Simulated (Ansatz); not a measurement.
# Pb2SeO (built on the sites of a database entry of PbSe): following an unstable mode

Which phase does Pb2SeO (built on the sites of a database entry of PbSe) fall into along its unstable mode, and how much energy does it gain?

Main program and level: Ansatz 0.2.0; DFT PBEsol, scalar-relativistic, plane waves, PAW.

The structure was built from a prototype and need not be the compound's stable phase.

**1. The starting structure**

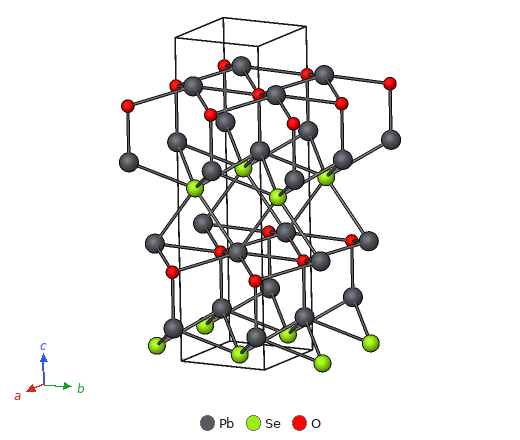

The cell as given, slightly off an axis (lead dark grey, selenium green, oxygen red). 2×2×1 cells are drawn. This picture shows the conventional cell, with its axes. Some periodic images of atoms are drawn too.

Coordinates:

```cif
data_structure
_symmetry_space_group_name_H-M 'P 1'
_symmetry_Int_Tables_number 1
_cell_length_a 6.7736
_cell_length_b 6.7736
_cell_length_c 3.8663
_cell_angle_alpha 90.000
_cell_angle_beta 90.000
_cell_angle_gamma 148.051
_cell_volume 93.87
loop_
_atom_site_label
_atom_site_type_symbol
_atom_site_fract_x
_atom_site_fract_y
_atom_site_fract_z
_atom_site_occupancy
Pb1 Pb 0.60572 0.39428 0.75000 1
Pb2 Pb 0.32321 0.67679 0.25000 1
Se3 Se 0.92141 0.07859 0.75000 1
O4 O 0.14967 0.85033 0.25000 1
```

**2. Zone-centre response**

The cell comes from relaxations at this level that are not shown. The zone centre is the only wavevector solved here; it holds the modes that light can see, as far as symmetry allows. The response to a homogeneous field gives the Born charges and the dielectric tensor.

input.yaml reads:

```yaml
crystal:
  lattice:
    - [1.8641447281, -6.5120773025, 0.0]
    - [1.8641447281, 6.5120773025, 0.0]
    - [0.0, 0.0, 3.8663254647]
  atoms:
    - { symbol: Pb, position: [0.6057161026, 0.3942838974, 0.75] }
    - { symbol: Pb, position: [0.3232056694, 0.6767943306, 0.25] }
    - { symbol: Se, position: [0.9214061829, 0.0785938171, 0.75] }
    - { symbol: O, position: [0.1496720452, 0.8503279548, 0.25] }
kpoints:
  mp_grid: { grid: [8, 8, 8] }
hamiltonian:
  xc: pbesol
scf:
  occupations: { method: fixed }
output:
  eigenvalues: true
phonons:
  method: dfpt
  dielectric: true
  rigid_motions: translations
```

The run is started by

```sh
$ ansatz run input.yaml --threads 8 --pin off --max-ram 14336MiB --backend cpu --events-out ev --progress --plain --runs-dir out
```

Numbers of over 12 decimals in the logs are rounded to 6 here.

What it wrote:

```text
Engine: ansatz 0.2.0, x86_64-unknown-linux-gnu
Pseudopotentials: kind: paw
Pseudopotential: Pb, paw, valence charge 14, recommended cutoff 420 eV (normal), Pb.paw.azcp
Pseudopotential: Se, paw, valence charge 16, recommended cutoff 420 eV (normal), Se.paw.azcp
Pseudopotential: O, paw, valence charge 6, recommended cutoff 420 eV (normal), O.paw.azcp
Functional definition: PBEsol
  exchange = pbesol_x
  correlation = pbesol_c
Crystal: 4 atoms, lattice volume = 93.870 Å³
Basis set: ecut = 420 eV, 1819 PW (Γ), exchange–correlation on 96×96×60 points (8 copies of the dense FFT grid, shifted against one another)
Bands: 30, of which v1, the nominal top of the filled ones, is band 25 counted from 1 (24 counted from 0)
Symmetry: 4 space group operations
k-points: 260 of 512 (irreducible under 1 space group operation, time reversal used)
Non-local potential: Pb, projectors of the file, l = 0: 2, l = 1: 2, l = 2: 2, l = 3: 2
Non-local potential: Se, projectors of the file, l = 0: 2, l = 1: 2, l = 2: 3, l = 3: 1
Non-local potential: O, projectors of the file, l = 0: 2, l = 1: 2, l = 2: 1
PAW form: soft (Blöchl's): semilocal exchange-correlation on the pseudo side does not see the compensation charge
PAW frozen core: Pb, regenerated for the run's functional, and the local potential with it (the file was generated under x = pbe(κ = 0.804, μ = 0.219515), c = pbe(β = 0.066725))
PAW frozen core: Se, regenerated for the run's functional, and the local potential with it (the file was generated under x = pbe(κ = 0.804, μ = 0.219515), c = pbe(β = 0.066725))
PAW frozen core: O, regenerated for the run's functional, and the local potential with it (the file was generated under x = pbe(κ = 0.804, μ = 0.219515), c = pbe(β = 0.066725))
PAW one-centre angular grid: Pb, 590 points (default); XC on 64 Gauss nodes
PAW one-centre angular grid: Se, 590 points (default); XC on 64 Gauss nodes
PAW one-centre angular grid: O, 110 points (default); XC on 64 Gauss nodes
Initial density: superposition of atomic densities (neutral atoms: chi_scale 0, normalization atom), corrected by the library's trained network
Initial wavefunctions: pseudopotential atomic-orbital guess
Functional: x = pbesol(κ = 0.804, μ = 0.123457), c = pbesol(β = 0.046)
SCF iter   1: F=—  HF=-29494.614102 eV  |F-HF|=—  |Δ(HF+E_count)|=         —  Δρ=1.05e-2  dr2=1.09e-1  ethr=1.77e-3  ⟨swp⟩=5.0  Hψ=30551  notcnv=0  defer=767
preconditioner: auto → Resta (q_TF=auto, 2.456 Å⁻¹)  ε∞=3.8  [insulator: Δε(μ)=0.270 eV  Ē_g=14.446 eV  n_scr=26 (ndim 8)  ℏωp=24.2 eV  f_vac=0.011  ε∞_Penn≈3.8]
SCF iter   2: F=—  HF=-29494.600158 eV  |F-HF|=—  |Δ(HF+E_count)|=   1.39e-2  Δρ=6.99e-3  dr2=5.76e-2  ethr=2.18e-4  ⟨swp⟩=2.0  Hψ=15601  notcnv=0  defer=779
SCF iter   3: F=—  HF=-29494.591802 eV  |F-HF|=—  |Δ(HF+E_count)|=   8.36e-3  Δρ=1.59e-3  dr2=2.97e-3  ethr=1.15e-4  ⟨swp⟩=2.0  Hψ=9515  notcnv=0  defer=779
SCF iter   4: F=—  HF=-29494.591220 eV  |F-HF|=—  |Δ(HF+E_count)|=   5.81e-4  Δρ=5.12e-4  dr2=3.14e-4  ethr=5.93e-6  ⟨swp⟩=2.0  Hψ=10079  notcnv=0  defer=780
SCF iter   5: F=—  HF=-29494.591196 eV  |F-HF|=—  |Δ(HF+E_count)|=   2.40e-5  Δρ=1.54e-4  dr2=2.47e-5  ethr=6.29e-7  ⟨swp⟩=2.9  Hψ=12437  notcnv=0  defer=778
SCF iter   6: F=—  HF=-29494.591198 eV  |F-HF|=—  |Δ(HF+E_count)|=   1.45e-6  Δρ=3.41e-5  dr2=1.45e-6  ethr=4.95e-8  ⟨swp⟩=2.0  Hψ=14040  notcnv=0  defer=606
SCF iter   7: F=—  HF=-29494.591198 eV  |F-HF|=—  |Δ(HF+E_count)|=   1.17e-7  Δρ=1.26e-5  dr2=1.59e-7  ethr=2.90e-9  ⟨swp⟩=2.0  Hψ=14295  notcnv=0  defer=494
SCF iter   8: F=—  HF=-29494.591198 eV  |F-HF|=—  |Δ(HF+E_count)|=   9.23e-8  Δρ=3.15e-6  dr2=1.33e-8  ethr=3.17e-10  ⟨swp⟩=2.0  Hψ=14033  notcnv=0  defer=494
SCF iter   9: F=—  HF=-29494.591198 eV  |F-HF|=—  |Δ(HF+E_count)|=   9.04e-9  Δρ=8.20e-7  dr2=6.63e-10  ethr=2.66e-11  ⟨swp⟩=2.9  Hψ=13751  notcnv=0  defer=494
SCF iter  10: F=-29494.591198 eV  HF=-29494.591198 eV  |F-HF|=3.64e-12  |Δ(HF+E_count)|=  6.04e-10  Δρ=2.09e-7  dr2=4.69e-11  ethr=1.00e-12  ⟨swp⟩=13.5  Hψ=55570  notcnv=0
SCF 1 converged in 10 iterations: F = -29494.591198 eV  dr2 = 4.69e-11
  greatest PAW one-centre occupation: 1.000 electrons in one spin orbital (limit 2), on the Se atom at site 2 (counted from 0), in its partial waves of l = 2
NSCF: frozen V_eff on 207 k-points
DFPT response loops at Γ: preconditioner auto → Resta (q_TF=auto, 2.456 Å⁻¹)  ε∞=13.2 (no band partly filled); β = 1.00, the filter's whole step (`scf.mixing.beta` (0.50) is not read by the response loops at its default; to damp them type it under 1.00, their step now; it binds the ground state too); Broyden in place of MSR1
── the response to a field inside a basis, on 14×14×12 k-points: an SCF that follows is theirs, and a resumed run solves both again ──
Bands: 26, of which v1, the nominal top of the filled ones, is band 25 counted from 1 (24 counted from 0)
k-points: 336 of 2352 (time reversal used)
Initial density: handed on by an earlier stage of this run
Initial wavefunctions: pseudopotential atomic-orbital guess (no wavefunctions were taken with the density)
Eigensolver: Dense (336 Hₖ)
SCF iter   1: F=—  HF=-29494.577019 eV  |F-HF|=—  |Δ(HF+E_count)|=         —  Δρ=2.65e-4  dr2=2.20e-5  ethr=1.00e-1
preconditioner: auto → Resta (q_TF=auto, 2.456 Å⁻¹)  ε∞=4.6  [insulator: Δε(μ)=0.431 eV  Ē_g=12.691 eV  n_scr=26 (ndim 8)  ℏωp=24.2 eV  f_vac=0.010  ε∞_Penn≈4.6]
SCF iter   2: F=—  HF=-29494.577020 eV  |F-HF|=—  |Δ(HF+E_count)|=   9.44e-7  Δρ=1.36e-4  dr2=1.71e-5  ethr=4.41e-8
SCF iter   3: F=—  HF=-29494.577019 eV  |F-HF|=—  |Δ(HF+E_count)|=   7.96e-7  Δρ=8.36e-5  dr2=1.97e-6  ethr=3.42e-8
SCF iter   4: F=—  HF=-29494.577019 eV  |F-HF|=—  |Δ(HF+E_count)|=   3.27e-7  Δρ=3.65e-5  dr2=4.19e-7  ethr=3.95e-9
SCF iter   5: F=-29494.577019 eV  HF=-29494.577019 eV  |F-HF|=2.25e-9  |Δ(HF+E_count)|=   9.14e-8  Δρ=8.12e-6  dr2=2.84e-8  ethr=8.39e-10
SCF 1 converged in 5 iterations: F = -29494.577019 eV  dr2 = 2.84e-8
DFPT response loops at Γ: preconditioner auto → Resta (q_TF=auto, 2.456 Å⁻¹)  ε∞=11.8 (no band partly filled); β = 1.00, the filter's whole step (`scf.mixing.beta` (0.50) is not read by the response loops at its default; to damp them type it under 1.00, their step now; it binds the ground state too); Broyden in place of MSR1
WARN: field response: ε∞ stands inside a basis, on 14×14×12 points; the force constants stand on the 8×8×8 k-mesh, whose period is 9.43 times the interband length at k = (0.3750, 0.3750, 0.1250), direct gap 1.019 eV, under 14: take them and everything formed from them as unconverged, and compare with a denser kpoints.mp_grid
SCF converged after 10 iterations
Free energy (F): -29494.591198 eV
Harris-Foulkes:  -29494.591198 eV  (|F-HF|=3.64e-12)
Internal energy: -29494.591198 eV  (E = F + TS)
E sigma→0 (E₀):  -29494.591198 eV
Fermi energy:    9.542713 eV
--- Per-component energies (eV) ---
  E_band       = -460.726273
  E_kinetic    = 866.448921
  E_local      = -4873.330666  (includes V_loc(G=0)·N_el)
  E_nonlocal   = 159.684984
  E_hartree    = 2162.358783
  E_xc         = -615.096498
  E_vxc        = -457.817112  (∫ρ·V_xc dr)
  E_paw        = -22526.476746  (= ΣΔE_a)
  E_vpaw       = -480.431772  (= ΣTr[D̂ρ^β])
  E_aug_tail   = 0.001759  (compensation charges beyond the density's cutoff)
  E_ewald      = -4669.349707
  E_core_change = 1.167972  (= ΣΔE_core)
  E_smearing   = -0.000000  (= −TS)
  E_closure    = -0.000000  (closes the sum)
  Σ components = -29494.591198   (vs F -29494.591198, Δ=0.00e0)
--- Band table (eV; the first three rows and the last of 260) ---
  k-point 0: bands = [... 21 lower, 6.9419, 7.5061, 7.6215, 7.6818, 11.5889, 13.7842, 13.8232, 13.9129, ... 1 higher]
  k-point 1: bands = [... 21 lower, 7.0148, 7.2786, 7.7228, 8.4205, 11.6020, 13.1450, 13.7641, 13.8201, ... 1 higher]
  k-point 2: bands = [... 21 lower, 7.0183, 7.4859, 7.9882, 9.1853, 11.4944, 12.0426, 12.7862, 13.6026, ... 1 higher]
  k-point 259: bands = [... 21 lower, 7.2915, 7.6422, 7.7900, 8.4063, 10.0761, 10.9660, 13.4479, 14.0792, ... 1 higher]
--- Phonons (Γ-DFPT): 12 representative perturbations + reference, on 260 of 512 k-points (Σ response iterations 38) ---
  k mesh reduced under 1 symmetry operation, with k and −k counted as one. Each operation leaves every solved perturbation unchanged. A smaller set is not considered because the run solves the response to a homogeneous field
  ASR residual: 1.910e-4 → 0.000e0 eV/Å²; symmetrization residual: 8.292e-6 eV/Å²
  ASR residual per site (eV/Å²): 1.91e-4 1.39e-4 3.33e-5 6.24e-5
  Γ frequencies (cm⁻¹): -179.90 -167.70 0.00 0.00 0.00 23.51 37.47 97.38 111.60 122.10 127.68 350.41
  ε∞ (high-frequency dielectric tensor):
       20.603671     0.000000     0.000000
        0.000000    14.688485     0.000000
        0.000000     0.000000    12.839479
  softest optical mode at Γ: -179.90 cm⁻¹; the repairs (sum rule, projections) moved no ω² at Γ by more than (1.66 cm⁻¹)²
  Born effective charges Z* (e; rows j = field, columns β = displacement):
    site 0:
         5.16396    0.00000    0.00000
         0.00000    2.96711    0.00000
         0.00000    0.00000    2.85288
    site 1:
         2.84795    0.00000    0.00000
         0.00000    3.38801    0.00000
         0.00000    0.00000    2.77237
    site 2:
        -5.36920   -0.00000   -0.00000
        -0.00000   -2.75553   -0.00000
        -0.00000   -0.00000   -2.71660
    site 3:
        -2.64271   -0.00000   -0.00000
        -0.00000   -3.59959   -0.00000
        -0.00000   -0.00000   -2.90865
  Z* charge neutrality: 2.674e-3 e pre-enforcement
  solved inside a basis spanned on kpoints, on 14×14×12 k-points, its susceptibility summed on 16×16×14: ε∞ is read to err by 8.6e-2, Z* by 3.9e-2 e (field_mesh: kpoints solves on kpoints); Z* is corrected for what the basis lacks
  optical modes at Γ without the LO–TO term, one row a degenerate level:
      ω (cm⁻¹)  modes    IR ((D/Å)²/amu)
       -179.90      1            10.2436
       -167.70      1            11.3551
         23.51      1             2.6996
         37.47      1             0.0546
         97.38      1             1.0297
        111.60      1             9.4221
        122.10      1             3.4508
        127.68      1             4.7080
        350.41      1            18.6803
  optical modes at Γ + LO–TO along q̂ = [1.0000, 0.0000, 0.0000]:
      ω (cm⁻¹)  modes    IR ((D/Å)²/amu)
       -167.70      1            11.3551
       -155.91      1             4.8594
         37.47      1             0.0546
         48.02      1             0.8405
         97.38      1             1.0297
        122.10      1             3.4508
        127.68      1             4.7080
        165.26      1            16.6653
        350.41      1            18.6803
  optical modes at Γ + LO–TO along q̂ = [0.0000, 1.0000, 0.0000]:
      ω (cm⁻¹)  modes    IR ((D/Å)²/amu)
       -179.90      1            10.2436
       -167.70      1            11.3551
         23.51      1             2.6996
         37.47      1             0.0546
        100.76      1             0.1705
        111.60      1             9.4221
        127.68      1             4.7080
        140.21      1             2.5387
        391.40      1            20.4515
  optical modes at Γ + LO–TO along q̂ = [0.0000, 0.0000, 1.0000]:
      ω (cm⁻¹)  modes    IR ((D/Å)²/amu)
       -179.90      1            10.2436
       -112.28      1             6.0160
         23.51      1             2.6996
         38.90      1             0.0692
         97.38      1             1.0297
        111.60      1             9.4221
        122.10      1             3.4508
        170.88      1            10.0326
        350.41      1            18.6803
```

Run time: 3 min. Hardware: 8 threads of Intel Xeon Platinum 8488C (Sapphire Rapids), shared host; peak memory 3.5 GiB.

Reading the cycles: dr2 is the Hartree energy of the density residual (eV), the measure of convergence; HF is the Harris–Foulkes estimate of the energy, which meets the free energy F at convergence.

Numbers from this step:

| Item | Value |
| --- | --- |
| gap on the k-mesh | 0.3449 eV |
| volume per atom | 23.47 Å³ |
| sum-rule residual before enforcement | 1.91e-4 eV/Å² |
| miss of the charge sum rule | 0.002674 e |
| estimated error of the dielectric tensor | 0.08633 |
| estimated error of the Born charges | 0.03945 e |
| point group | mm2 |
| highest optical mode at the zone centre (no LO-TO term) | 350.4 cm⁻¹ |
| lowest optical zone-centre mode | -179.9 cm⁻¹ |
| mean high-frequency dielectric constant | 16.04 |
| largest Born charge (third of the trace) | 3.661 e |
| top of the zone-centre spectrum with the field | 391.4 cm⁻¹ |

Without the LO-TO term. Patterns of degenerate modes are one choice out of their space. Modes at Γ, with each element's share of the kinetic energy (negative means imaginary):

| mode | frequency (cm⁻¹) | symmetry | Pb % | Se % | O % |
| --- | --- | --- | --- | --- | --- |
| 1 | -179.9 | B2 | 8 | 1 | 92 |
| 2 | -167.7 | B1 | 7 | 1 | 92 |
| 3 | 0.0 | acoustic | 81 | 16 | 3 |
| 4 | 0.0 | acoustic | 81 | 16 | 3 |
| 5 | 0.0 | acoustic | 81 | 16 | 3 |
| 6 | 23.5 | B2 | 72 | 25 | 3 |
| 7 | 37.5 | B1 | 79 | 18 | 3 |
| 8 | 97.4 | A1 | 94 | 3 | 2 |
| 9 | 111.6 | B2 | 39 | 59 | 2 |
| 10 | 122.1 | A1 | 20 | 80 | 0 |
| 11 | 127.7 | B1 | 32 | 66 | 2 |
| 12 | 350.4 | A1 | 5 | 1 | 94 |

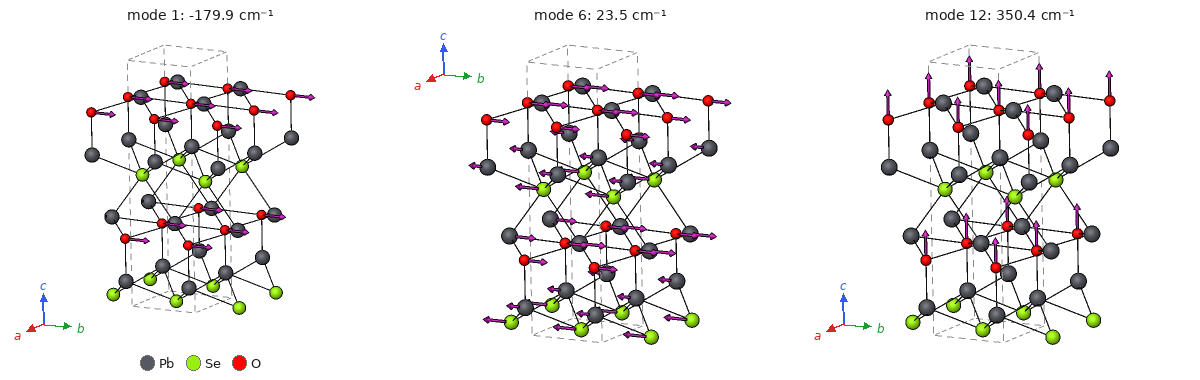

Displacement patterns of modes 1, 6 and 12 at Γ; arrows are exaggerated. 2×2×1 conventional cells are drawn. Some periodic images of atoms are drawn too.

Before it was imposed, the acoustic sum rule was missed by 1.9e-4 eV/Å² and the charge sum rule by 0.0027 e. Small misses are needed for a sound result but don't prove that mesh and cutoff are converged. The lowest optical mode is imaginary, 179.9i cm⁻¹, so the energy falls along it.

The log warns of the k mesh: “the force constants stand on the 8×8×8 k-mesh, whose period is 9.43 times the interband length at k = (0.3750, 0.3750, 0.1250), direct gap 1.019 eV, under 14: take them and everything formed from them as unconverged”.

**3. The mode frozen in, largest atomic shift 0 Å**

The mode followed lies at Γ with frequency 179.9i cm⁻¹, the softest among the wavevectors solved. At small amplitude the distorted cell has space group no. 6 by a symmetry search on the positions. The undistorted cell that holds it gives the zero of energy on the same k mesh.

Changes to input.yaml since step 2:

```diff
@@ -15,8 +15,6 @@
 scf:
-  occupations: { method: fixed }
+  occupations: { method: gaussian, width: 0.02 }
 output:
+  forces: true
+  stress: true
   eigenvalues: true
-phonons:
-  method: dfpt
-  dielectric: true
-  rigid_motions: translations
```

What it wrote:

```text
[...]
Crystal: 4 atoms, lattice volume = 93.870 Å³
Basis set: ecut = 420 eV, 1819 PW (Γ), exchange–correlation on 96×96×54 points (8 copies of the dense FFT grid, shifted against one another)
Bands: 30, of which v1, the nominal top of the filled ones, is band 25 counted from 1 (24 counted from 0)
Symmetry: 4 space group operations
[...]
k-points: 105 of 512 (time reversal used)
[...]
--- Band table (eV; the first three rows and the last of 105) ---
  k-point 0: bands = [... 21 lower, 6.9419, 7.5062, 7.6215, 7.6818, 11.5889, 13.7842, 13.8232, 13.9129]
  k-point 1: bands = [... 21 lower, 7.0148, 7.2786, 7.7228, 8.4205, 11.6020, 13.1450, 13.7641, 13.8201]
  k-point 2: bands = [... 21 lower, 7.0184, 7.4859, 7.9882, 9.1853, 11.4944, 12.0426, 12.7862, 13.6026]
  k-point 104: bands = [... 21 lower, 7.2915, 7.6422, 7.7900, 8.4063, 10.0761, 10.9660, 13.4479, 14.0792]
[key lines of the parts left out:]
SCF converged after 8 iterations
Free energy (F): -29494.591198 eV
Fermi energy:    9.715182 eV
P = ⅓ Tr σ = 0.0031 GPa (0.031 kbar)
```

Elapsed: 2.7 s, on 8 threads; peak memory 0.66 GiB.

Numbers from this step:

- pressure: 0.003099 GPa
- energy from the undistorted cell: 0 meV/atom

At this level the gap is 0.34 eV on the k-mesh of the self-consistent run, which can miss the band edges.

**4. The mode frozen in, largest atomic shift 0.6 Å**

The atoms are moved along the unstable eigenvector, the largest shift by 0.6 Å, with the cell fixed.

input.yaml, the sections that differ from step 3:

```yaml
crystal:
  lattice:
    - [1.8641447281, -6.5120773025, 0.0]
    - [1.8641447281, 6.5120773025, 0.0]
    - [0.0, 0.0, 3.8663254647]
  atoms:
    - { symbol: Pb, position: [0.5930752829, 0.3816430778, 0.75] }
    - { symbol: Pb, position: [0.3258906116, 0.6794792728, 0.25] }
    - { symbol: Se, position: [0.9149242004, 0.0721118346, 0.75] }
    - { symbol: O, position: [0.3106037558, 1.0112596655, 0.25] }
# kpoints, hamiltonian, scf, output: as in step 3
```

What it wrote:

```text
[...]
Crystal: 4 atoms, lattice volume = 93.870 Å³
Basis set: ecut = 420 eV, 1819 PW (Γ), exchange–correlation on 96×96×54 points (8 copies of the dense FFT grid, shifted against one another)
Bands: 30, of which v1, the nominal top of the filled ones, is band 25 counted from 1 (24 counted from 0)
Symmetry: 2 space group operations
[...]
k-points: 170 of 512 (time reversal used)
[...]
--- Band table (eV; the first three rows and the last of 170) ---
  k-point 0: bands = [... 21 lower, 6.7784, 7.5419, 7.6080, 7.9343, 11.6220, 12.9425, 13.7716, 13.9090]
  k-point 1: bands = [... 21 lower, 6.7306, 7.4326, 7.7781, 8.4567, 11.5905, 13.0273, 13.1933, 14.0599]
  k-point 2: bands = [... 21 lower, 6.9646, 7.5185, 7.9752, 9.1022, 11.4293, 12.2734, 13.2273, 13.5263]
  k-point 169: bands = [... 21 lower, 7.0829, 7.5912, 7.8761, 8.4370, 10.0377, 11.7900, 13.2841, 14.0630]
[key lines of the parts left out:]
SCF converged after 8 iterations
Free energy (F): -29494.773356 eV
Fermi energy:    9.511439 eV
P = ⅓ Tr σ = 1.5515 GPa (15.515 kbar)
```

The job ended after 4.5 s (8 threads; peak memory 0.78 GiB; 33 s of CPU time).

This step gave:

* pressure: 1.551 GPa
* gap on the k-mesh: 0.4441 eV
* energy from the undistorted cell: -45.54 meV/atom

The energy, extrapolated to zero smearing, is -45.54 meV/atom against the undistorted cell.

The run ends at a pressure of 1.55 GPa, with forces up to 0.29 eV/Å.

(Continued in part 2 of 3.)

[Logs are printed without paths, hosts, clocks, repeated set-up lines and the standing remarks that a program may print on its own settings, such as how far it seeks lower states.]

[Hosts, paths, dates, database ids (printed as entryN), source tags and the programs' standing remarks are cut or masked in the printed files.]
